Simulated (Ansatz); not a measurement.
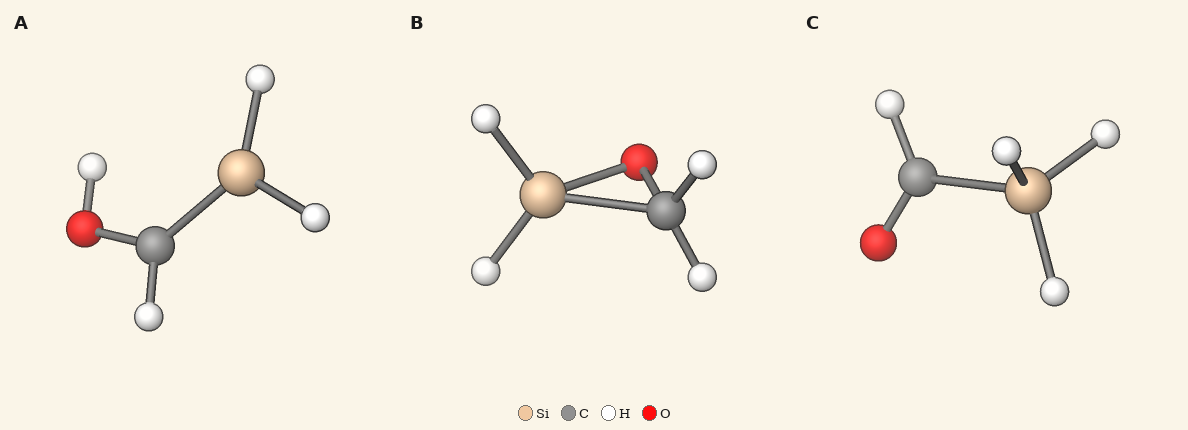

3 stationary structures of one formula. Geometries: PBE0-D4/def2-TZVP. Electronic energies: CCSD(T)/CBS (MP2 limit from def2-TZVPP and def2-QZVPP plus CCSD(T) − MP2) (Ansatz 0.2.0), without zero-point energy. Each is one conformer, not always the lowest.

**Rank them by energy, lowest first.**

B is lowest (Cs, a minimum); C lies 32.3 kJ/mol above it (Cs, a minimum), A lies 128.5 kJ/mol above it (C1, a minimum).
